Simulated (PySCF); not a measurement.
# C5H15B2NSi (SMILES C=CCN([SiH3])BB(C)C): what the fields show

Input

```
{"job": {"kind": "nmr", "xc": "PBE0", "basis": "pcSseg-1"}, "charge": 0, "multiplicity": 1}
C      2.349858    -0.461572    -1.664654
C      2.902667     0.208903    -0.672616
C      2.180416     0.734081     0.535334
N      0.732609     0.627645     0.455805
Si    -0.046611     2.020336    -0.247568
B      0.097606    -0.570803     0.843973
B     -1.526225    -0.840422     0.667663
C     -2.584888    -0.500883     1.799221
C     -2.104890    -1.524249    -0.644139
H      1.295022    -0.679410    -1.674888
H      2.927913    -0.824517    -2.497553
H      3.966648     0.411145    -0.667742
H      2.538942     0.177355     1.409512
H      2.471932     1.781994     0.679371
H      0.427768     2.217963    -1.623869
H     -1.487005     1.800672    -0.205267
H      0.340601     3.184591     0.564013
H      0.813801    -1.394217     1.307212
H     -2.687127    -1.380026     2.437761
H     -3.580687    -0.288226     1.412510
H     -2.290995     0.319779     2.450920
H     -1.428383    -2.250661    -1.091150
H     -3.071498    -2.005903    -0.504571
H     -2.249210    -0.743811    -1.393206
```

Command:

```sh
OMP_NUM_THREADS=1 python probes_run.py task.json out
```

Geometry: GFN2-xTB.

Method: PBE0/pcSseg-1, SCF density, gas phase, non-relativistic (PySCF).

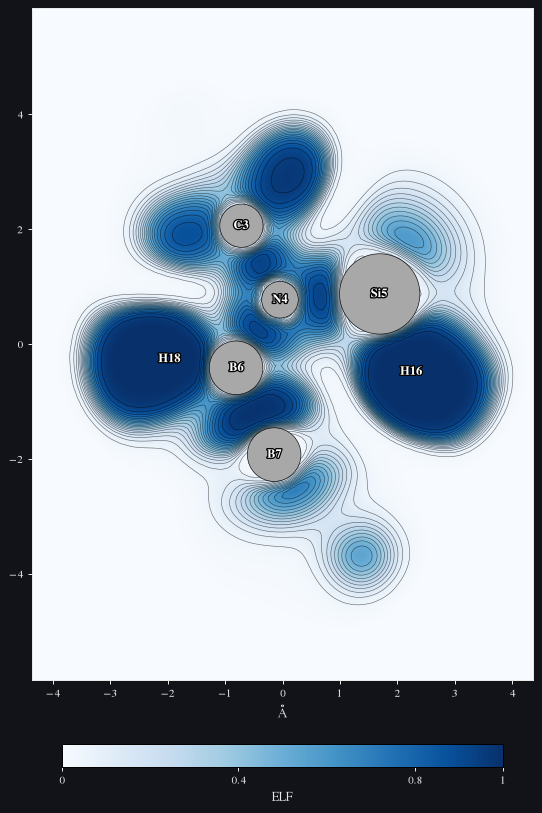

Figure 1. ELF on the plane of atoms C3, N4 and B6. Grey discs cover the atomic cores.

> What do the fields say about this system?

Atoms in the plane: C, N, Si, B and H.
B–N (1.41 Å): the ELF peaks at about 0.90 between the atoms (a polar covalent bond).
C–N (1.45 Å): the ELF peaks at about 0.95 between the atoms (a shared electron pair).
B–B (1.66 Å): the ELF peaks at about 1 between the atoms, as expected for a shared electron pair.
Si–N (1.74 Å): the ELF peaks at about 0.90 between the atoms, as expected for a shared but strongly polarised pair.

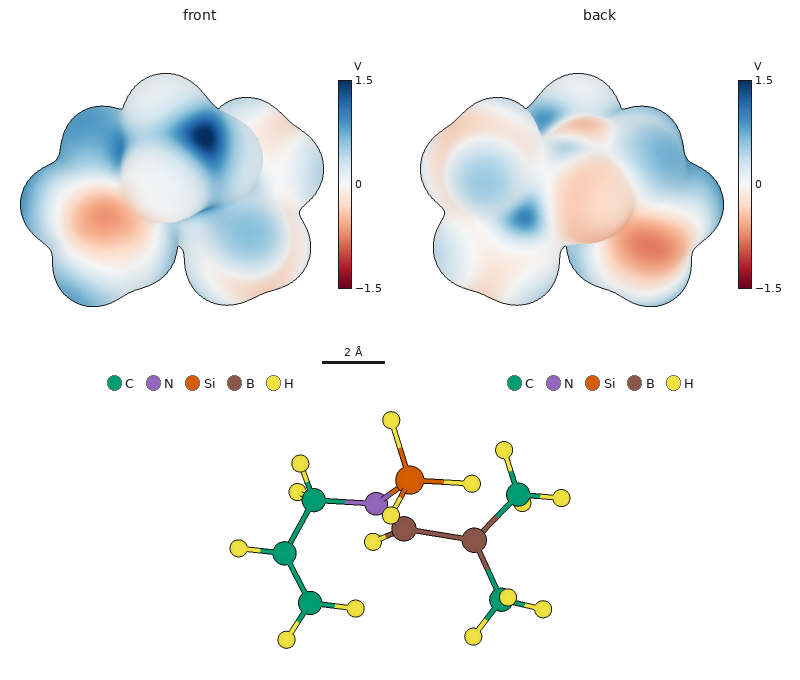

Figure 2. The electrostatic potential painted on the density surface at 0.002 e/bohr³, seen from the front and from behind; the colour scale runs from red (negative) to blue (positive). The bare structure is drawn below in the same view.

> Which sites attract a positive test charge, and which a negative one?

A positive charge is drawn to the negative regions and a negative charge to the positive ones. The most negative region (about −0.7 V, or −16 kcal/mol for a unit charge) lies over the π face of C1 and C2, the most positive (about +1.3 V, or +30 kcal/mol for a unit charge) over Si5.
